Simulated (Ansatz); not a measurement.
**SiH₄ (triplet): correlated methods under varied settings at a displaced geometry (v2)**

What do other methods and options give for SiH₄ (triplet) at this geometry, and how long do they take?

Computed with Ansatz 0.2.0, Gaussian basis. Level: the settings change from run to run.

26 further runs of the same task are left out: 10 that didn't finish, 16 set aside as unsound or not needed.

## (1) The system

The geometry is a PBE0/def2-TZVP stationary point (not a proven minimum) with its atoms shifted at random (size 0.100 Å).

5 atoms, charge 0, spin multiplicity 3.

Atoms are counted from 1 here; the program's logs count them from 0.

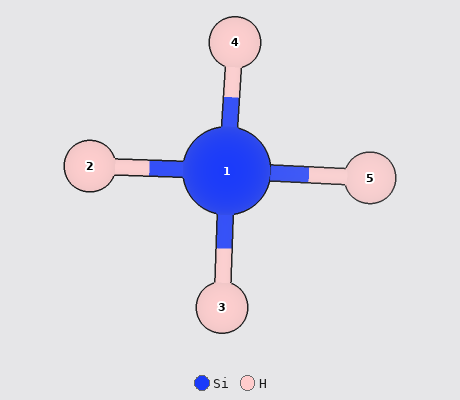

The structure; silicon blue, hydrogen pink; atoms are numbered from 1 in the order of the file.

Coordinates:

```
Si    0.0115    0.0061    0.0014
H    -0.1649    1.0996    1.0906
H    -0.0932   -1.0956    1.0898
H     0.0229    1.0044   -1.0620
H    -0.0852   -1.1775   -1.1574
```

## (2) BCCD/6-31G*

in.yaml

```yaml
crystal:
  periodic: [false, false, false]
  atoms:
    - {symbol: Si, position_ang: [0.011501, 0.006071, 0.001400]}
    - {symbol: H, position_ang: [-0.164898, 1.099552, 1.090570]}
    - {symbol: H, position_ang: [-0.093250, -1.095611, 1.089801]}
    - {symbol: H, position_ang: [0.022853, 1.004383, -1.061959]}
    - {symbol: H, position_ang: [-0.085178, -1.177489, -1.157431]}
basis:
  gaussian: {orbitals: "6-31G*"}
magnetization: {spin_polarized: false, initial_magnetization: 2}
hamiltonian: {xc: {name: r2SCAN}}
correlation: {method: bccd, electrons: outside_noble_gas}
```

Run with:

```sh
$ ansatz run in.yaml --threads 1 --pin off --events-out ev --progress --plain --max-ram 2393MiB
```

Standard output (excerpt; [...] marks lines left out):

```text
Functional definition: r2SCAN
  name "r2SCAN"
  cite "Furness, Kaplan, Ning, Perdew & Sun, J. Phys. Chem. Lett. 11, 8208 (2020) doi:10.1021/acs.jpclett.0c02405"
  cite "Furness, Kaplan, Ning, Perdew & Sun, J. Phys. Chem. Lett. 11, 9248 (2020) doi:10.1021/acs.jpclett.0c03077"
  parent r2scan
[...]
293 factors; integrals over basis functions are off by at most 6.4e-4 eV
[...]
mean field -7936.40258112 eV, -291.6574153692 hartree, gradient 2.9e-6 eV, S^2 2.000000; 0 other end points of the search recorded, 0 dependent functions left out
5 core orbitals not correlated: weight in the atoms' cores, before any rotation towards them, 1.000 or more for the frozen orbitals, at most 0.000 for the correlated occupied ones
reference -7918.98941248 eV, -291.0174932247 hartree; 5, 3 occupied and 17, 19 virtual orbitals, 293 factors
second order -2.54426936 eV of doubles, -0.17647374 eV of singles
cycle   1  -3.24476992 eV  change   -5.2e-1 eV  update   6.3e-2
[...]
cycle  10  -3.48567897 eV  change   -7.6e-6 eV  update   9.6e-6
Total energy: -7922.47509144 eV, -291.1455895641 hartree
```

Run time: 1.4 s. Hardware: 1 thread of Arm Neoverse V2, shared host.

From the report: correlation -3.4857 eV; largest double amplitude 0.07.

## (3) CCSD on ROHF/6-31G

in.yaml: that of step 2 with these lines changed.

```diff
@@ -9,5 +9,6 @@
 basis:
-  gaussian: {orbitals: "6-31G*"}
+  gaussian: {orbitals: 6-31G}
 magnetization: {spin_polarized: false, initial_magnetization: 2}
-hamiltonian: {xc: {name: r2SCAN}}
-correlation: {method: bccd, electrons: outside_noble_gas}
+correlation: {method: ccsd, electrons: all, diis_vectors: 12}
+scf: {lower_state_search: off}
+output: {forces: true}
```

The command is unchanged.

Standard output (excerpt; [...] marks lines left out):

```text
Functional definition: HF
  name "HF"
  cite "Fock, Z. Phys. 61, 126 (1930) doi:10.1007/BF01340294"
  parent pbe
[...]
268 factors; integrals over basis functions are off by at most 2.0e-4 eV
[...]
mean field -7918.18547578 eV, -290.9879490961 hartree, gradient 2.1e-6 eV, S^2 2.000000; 0 other end points of the search recorded, 0 dependent functions left out
reference -7918.18547578 eV, -290.9879490961 hartree; 10, 8 occupied and 11, 13 virtual orbitals, 268 factors
second order -1.78959418 eV of doubles, -0.10513122 eV of singles
cycle   1  -2.38696872 eV  change   -4.9e-1 eV  update   6.7e-2
[...]
cycle  13  -2.68609344 eV  change   -6.9e-7 eV  update   4.1e-7
[...]
Total energy: -7920.87156922 eV, -291.0866612094 hartree
Atom 0 at     0.011501     0.006071     0.001400 Å, force     0.435809    -0.966497     0.684564 eV/Å
Atom 1 at    -0.164898     1.099552     1.090570 Å, force    -0.016807     0.174770     0.282447 eV/Å
Atom 2 at    -0.093250    -1.095611     1.089801 Å, force    -0.239148    -0.276072    -0.016611 eV/Å
Atom 3 at     0.022853     1.004383    -1.061959 Å, force    -0.211719     0.936370    -1.242112 eV/Å
Atom 4 at    -0.085178    -1.177489    -1.157431 Å, force     0.031865     0.131428     0.291711 eV/Å
Dipole moment:    -0.057296    -0.023931    -0.018777 e Å
Checks for a lower state left out: starts, cluster_reference, orbital_swaps, neighbouring_geometries, increment
```

Wall time 0.51 s (1 thread of Arm Neoverse V2, shared host).

From the report: correlation -2.6861 eV; T1 0.015; largest double amplitude 0.07.

## (4) BCCD(T) on ROHF/6-31G

in.yaml: that of step 3 with these lines changed.

```diff
@@ -11,4 +11,4 @@
 magnetization: {spin_polarized: false, initial_magnetization: 2}
-correlation: {method: ccsd, electrons: all, diis_vectors: 12}
-scf: {lower_state_search: off}
+hamiltonian: {pseudopotentials: {relativity: scalar}}
+correlation: {method: bccd_t, electrons: outside_noble_gas}
 output: {forces: true}
```

The command is unchanged.

Standard output (excerpt; [...] marks lines left out):

```text
Functional definition: HF
  name "HF"
  cite "Fock, Z. Phys. 61, 126 (1930) doi:10.1007/BF01340294"
  parent pbe
[...]
271 factors; integrals over basis functions are off by at most 2.0e-4 eV
[...]
mean field -7933.00705889 eV, -291.5326322290 hartree, gradient 2.1e-6 eV, S^2 2.000000; 0 other end points of the search recorded, 0 dependent functions left out
5 core orbitals not correlated: weight in the atoms' cores, before any rotation towards them, 1.000 or more for the frozen orbitals, at most 0.000 for the correlated occupied ones
reference -7933.00705889 eV, -291.5326322290 hartree; 5, 3 occupied and 11, 13 virtual orbitals, 271 factors
second order -1.69412918 eV of doubles, -0.10510482 eV of singles
cycle   1  -2.31150700 eV  change   -5.1e-1 eV  update   6.8e-2
[...]
cycle  13  -2.59858813 eV  change    1.8e-8 eV  update   7.6e-7
perturbative correction -0.03848823 eV, -0.0014144162 hartree
[...]
Total energy: -7935.64413525 eV, -291.6295429977 hartree
Relativity: scalar
Atom 0 at     0.011501     0.006071     0.001400 Å, force     0.445814    -0.967239     0.674015 eV/Å
Atom 1 at    -0.164898     1.099552     1.090570 Å, force    -0.021447     0.186994     0.293459 eV/Å
Atom 2 at    -0.093250    -1.095611     1.089801 Å, force    -0.240753    -0.286565    -0.002759 eV/Å
Atom 3 at     0.022853     1.004383    -1.061959 Å, force    -0.212324     0.943622    -1.246692 eV/Å
Atom 4 at    -0.085178    -1.177489    -1.157431 Å, force     0.028711     0.123188     0.281978 eV/Å
Dipole moment:    -0.056712    -0.022668    -0.018168 e Å
```

It took 0.48 s on 1 thread of Arm Neoverse V2, shared host.

From the report: correlation -2.6371 eV; largest double amplitude 0.07.

## (5) CCSDT(Q)/B on ROHF/6-31G

in.yaml: that of step 4 with these lines changed.

```diff
@@ -11,4 +11,2 @@
 magnetization: {spin_polarized: false, initial_magnetization: 2}
-hamiltonian: {pseudopotentials: {relativity: scalar}}
-correlation: {method: bccd_t, electrons: outside_noble_gas}
-output: {forces: true}
+correlation: {method: ccsdt_q_b, electrons: all, diis_vectors: 12}
```

The command is unchanged.

Standard output (excerpt; [...] marks lines left out):

```text
Functional definition: HF
  name "HF"
  cite "Fock, Z. Phys. 61, 126 (1930) doi:10.1007/BF01340294"
  parent pbe
[...]
459 factors; integrals over basis functions are off by at most 2.8e-8 eV
[...]
mean field -7918.18561183 eV, -290.9879540959 hartree, gradient 2.3e-6 eV, S^2 2.000000; 0 other end points of the search recorded, 0 dependent functions left out
reference -7918.18561183 eV, -290.9879540959 hartree; 10, 8 occupied and 11, 13 virtual orbitals, 459 factors
second order -1.78961239 eV of doubles, -0.10513467 eV of singles
cycle   1  -2.38697747 eV  change   -4.9e-1 eV  update   6.9e-2
[...]
cycle  14  -2.74298315 eV  change    1.6e-7 eV  update   2.7e-7
perturbative correction 0.00001632 eV, 0.0000005998 hartree
Total energy: -7920.92857866 eV, -291.0887562674 hartree
```

Run time: 4.6 s. Hardware: 1 thread of Arm Neoverse V2, shared host.

From the report: correlation -2.7430 eV; T1 0.014; largest double amplitude 0.07.

## (6) The runs in one table

| level | correlated | functions | energy (eV) | time |
| --- | --- | --- | --- | --- |
| BCCD/6-31G* (on r2SCAN orbitals) | outside noble gas | 27 | -7922.4751 | 1.4 s |
| CCSD on ROHF/6-31G | all | 21 | -7920.8716 | 0.51 s |
| BCCD(T) on ROHF/6-31G (relativity set) | outside noble gas | 21 | -7935.6441 | 0.48 s |
| CCSDT(Q)/B on ROHF/6-31G | all | 21 | -7920.9286 | 4.6 s |

## (7) Results

| quantity | value |
| --- | --- |
| runs | 4 |
| quickest | BCCD(T) on ROHF/6-31G (relativity set), 0.48 s |
| slowest | CCSDT(Q)/B on ROHF/6-31G, 4.6 s |

**Reading.** Total energies in different bases, with other cores or another treatment of relativity can't be set against each other. CCSDT(Q)/B on ROHF/6-31G took 10 times as long as BCCD(T) on ROHF/6-31G (relativity set); the jobs differ in more than the method.
